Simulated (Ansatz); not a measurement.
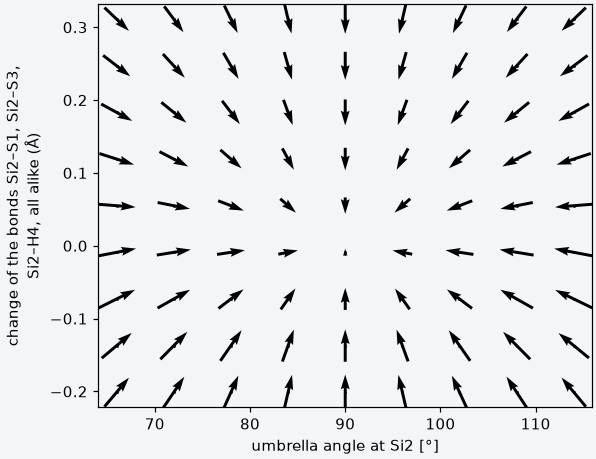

HS₂Si, SMILES S=[SiH][S-], charge −1. 
- Coordinates scanned: (1) umbrella angle at Si2 (between each of its bonds and their common axis; 90 is planar); (2) change of the bonds Si2–S1, Si2–S3, Si2–H4, all alike.
- Nothing is relaxed (all other coordinates rigid).
- The grid has 9 × 9 points; 45 points were computed and 36 follow by symmetry.
- Points are written as (first, second).
- Level of theory: RKS PBE0-D4/def2-TZVPD (Ansatz).

The picture shows dots at the grid points, arrows along the force (downhill), their lengths compressed.

### The arrows alone are given. Where is the energy lowest?

The arrows converge at about (90°, 0.000 Å) (read from the interpolated surface).

The energy map of the same scan:

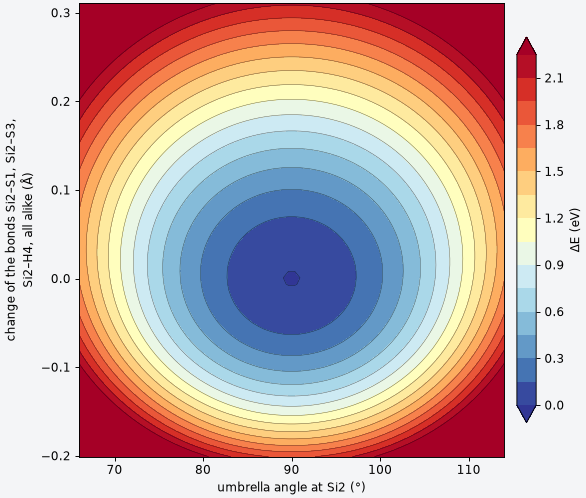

Energies are in eV, from the lowest grid point; between grid points the surface is interpolated.
